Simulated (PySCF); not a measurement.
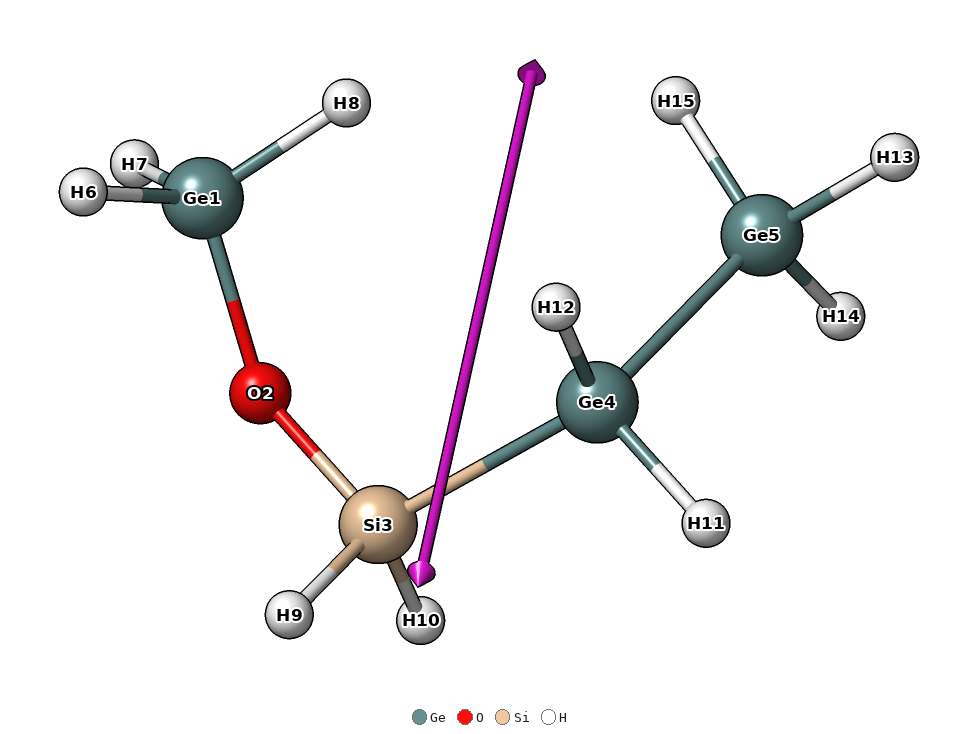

The double arrow shows the direction of the transition dipole to excited singlet state 7 (its length means nothing). The geometry was computed by an optimisation with GFN2-xTB. No frequency run is at hand to confirm it as a minimum. Properties computed with TDDFT CAM-B3LYP/def2-SVPD, vertical, gas phase, core orbitals frozen in the response (PySCF 2.14.0).

Where does the transition lie, and how strong is it?

7.53 eV (165 nm), oscillator strength 0.017, of mixed character, with the largest part HOMO → LUMO+4 (weight 0.42); transition dipole 0.78 D.

The geometry is semi-empirical. Around Ge, Si such bond lengths and angles can be off by a tenth of an ångström or more and by several degrees, and values that hang on the shape move with them.
